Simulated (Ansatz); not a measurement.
**Fields on a plane of SiC (4H type, space group P6_3mc)**

```yaml
crystal:
  lattice:
    - [3.07759, 0.00000, 0.00000]
    - [-1.53880, 2.66527, 0.00000]
    - [0.00000, 0.00000, 10.07638]
  atoms:
    - { symbol: Si, position: [0.00000, 0.00000, 0.00030] }
    - { symbol: Si, position: [0.00000, 0.00000, 0.50030] }
    - { symbol: Si, position: [0.66667, 0.33333, 0.75025] }
    - { symbol: Si, position: [0.33333, 0.66667, 0.25025] }
    - { symbol: C, position: [0.00000, 0.00000, 0.81287] }
    - { symbol: C, position: [0.00000, 0.00000, 0.31287] }
    - { symbol: C, position: [0.66667, 0.33333, 0.56221] }
    - { symbol: C, position: [0.33333, 0.66667, 0.06221] }
```

The slice is a (0001) plane (indices of the conventional cell) through the point (0.000, 0.000, 0.313) (fractional), spanned by u = [110] and v = [1 -1 0] in vectors of this cell: u (3.08 Å) and v (5.33 Å, at 90° to u). It covers one period; positions are fractions (u, v).

Atoms on it: C at (0.00, 0.00); C at (0.50, 0.50). Other atoms lie within 1 Å of the plane.

Method: r2SCAN (plane waves to 500 eV, PAW, scalar-relativistic; Ansatz, a quantum-chemistry and plane-wave program). k mesh 12×12×4. Inside the PAW spheres the values are not all-electron values, and peaks at nuclei hang on which shells count as valence. SiC was relaxed with its symmetry unable to fall.

```tsv
v \ u	0.00	0.08	0.17	0.25	0.33	0.42	0.50	0.58	0.67	0.75	0.83	0.92
0.90	0.1	0.1	0.0	-0.1	-0.2	-0.4	-0.5	-0.4	-0.2	-0.1	0.0	0.1
0.75	-0.8	-0.8	-0.7	-0.6	-0.5	-0.4	-0.4	-0.4	-0.5	-0.6	-0.7	-0.8
0.60	-1.0	-0.9	-0.6	-0.3	-0.1	0.1	0.2	0.1	-0.1	-0.3	-0.6	-0.9
0.45	-0.5	-0.4	-0.2	0.0	0.1	0.2	0.2	0.2	0.1	0.0	-0.2	-0.4
0.30	-0.6	-0.5	-0.5	-0.5	-0.5	-0.5	-0.5	-0.5	-0.5	-0.5	-0.5	-0.5
0.15	0.0	-0.1	-0.3	-0.5	-0.8	-1.0	-1.1	-1.0	-0.8	-0.5	-0.3	-0.1
0.00	0.2	0.2	0.2	-0.1	-0.3	-0.5	-0.6	-0.5	-0.3	-0.1	0.2	0.2
```

Values: log₁₀ of the valence density in e/Å³. The scale is logarithmic, as a density can span decades between atoms and voids.

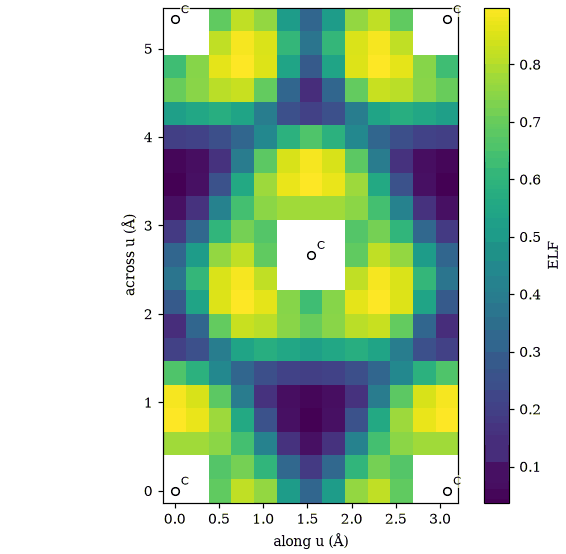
Fig. 1. Electron localisation function (ELF), one period of the plane, atoms marked. Points within 0.4 Å of a nucleus are left white, as the pseudised field means little there.
